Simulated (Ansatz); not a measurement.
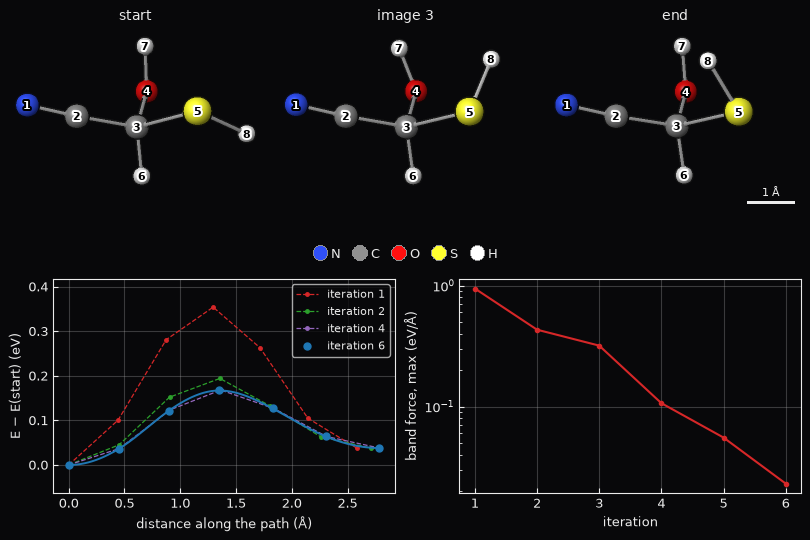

A search for the minimum-energy path of C2H3NOS by the nudged elastic band. Images are numbered from 0 (start) to 6 (end). The plot follows the band through its iterations. A ball-and-stick model, seen from a free direction.

Theory: Ansatz, RKS LDA/6-31G.

The input:
```yaml
crystal:
  periodic: [false, false, false]
  atoms:
    - { symbol: "N", position_ang: [1.119148, -1.903575, 1.366622] }
    - { symbol: C, position_ang: [0.641541, -0.944369, 0.875731] }
    - { symbol: C, position_ang: [0.115744, 0.230825, 0.205918] }
    - { symbol: O, position_ang: [0.886468, 0.644151, -0.897032] }
    - { symbol: S, position_ang: [-1.687397, -0.201678, -0.261379] }
    - { symbol: H, position_ang: [0.081921, 1.08901, 0.897703] }
    - { symbol: H, position_ang: [0.920323, -0.072409, -1.584447] }
    - { symbol: H, position_ang: [-1.985649, 1.100946, -0.658915] }
basis:
  gaussian: { orbitals: "6-31G" }
hamiltonian:
  xc: lda
neb:
  order_check: false
  images: 5
  f_tol: 0.05
  max_iterations: 60
  initial_path: idpp
  final_atoms:
    - { symbol: "N", position_ang: [0.57381985, -1.96067124, 1.14667637] }
    - { symbol: C, position_ang: [0.3995787, -0.85492368, 0.77361165] }
    - { symbol: C, position_ang: [0.22733625, 0.47592136, 0.22578123] }
    - { symbol: O, position_ang: [1.06083656, 0.73059155, -0.87911228] }
    - { symbol: S, position_ang: [-1.63816748, 0.74734725, -0.10199935] }
    - { symbol: H, position_ang: [0.46416404, 1.25032812, 0.97426663] }
    - { symbol: H, position_ang: [0.87439544, 0.10108715, -1.62288729] }
    - { symbol: H, position_ang: [-1.86986435, -0.5467795, -0.57213595] }
```

Command:
```bash
ansatz run input.yaml --threads 1 --pin off --max-ram 2048MiB --backend cpu --events-out ev --progress --plain --runs-dir out
```

**How did the profile develop, and is the result final?**

The result is final at these settings. The band converged in 6 iterations. The largest component of the band force went from 0.95 to 0.023 eV/Å. The climbing image converged on the top of the path. Its vibrational analysis gives one imaginary mode (260i cm⁻¹), as a transition state must have. The first iteration put the highest image at 0.354 eV. The energy climbs by 0.167 eV to image 3 and then falls by 0.129 eV, so the end point sits at +0.038 eV.

The run took 62 s on 1 thread of Arm Neoverse V1 (shared host), peak memory 0.1 GiB.
